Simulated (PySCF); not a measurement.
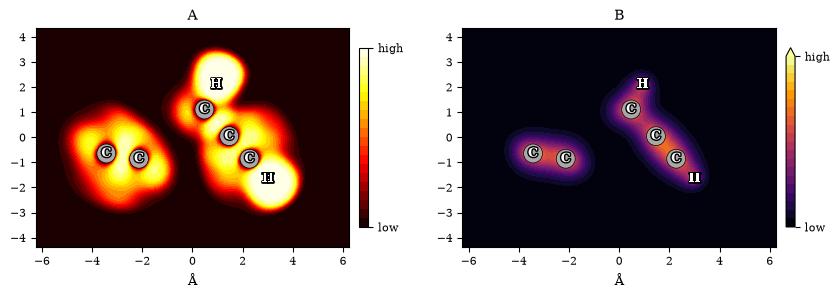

C$_{7}$H$_{12}$P (charge +1): 2 fields on the plane of atoms C2, C3 and H10, with unlabelled colour scales. Grey discs cover the atomic cores.

Geometry: PBE0-D3(BJ)/def2-SVP.

Method: PySCF, CAM-B3LYP/def2-SVPD, SCF density, gas phase.

> Match the panels to the quantities (electron density and electron localisation function).

Panel A: electron localisation function. Panel B: electron density. From the grid: C–C (1.21 Å): ρ at the midpoint is about 2.7 e/Å³; the ELF peaks at about 0.80 between the atoms (a multiple bond). C–H (1.08 Å): ρ at the midpoint is about 2 e/Å³; the ELF climbs to about 1 towards the hydrogen, as it does in any bond to H; a covalent bond by its length.
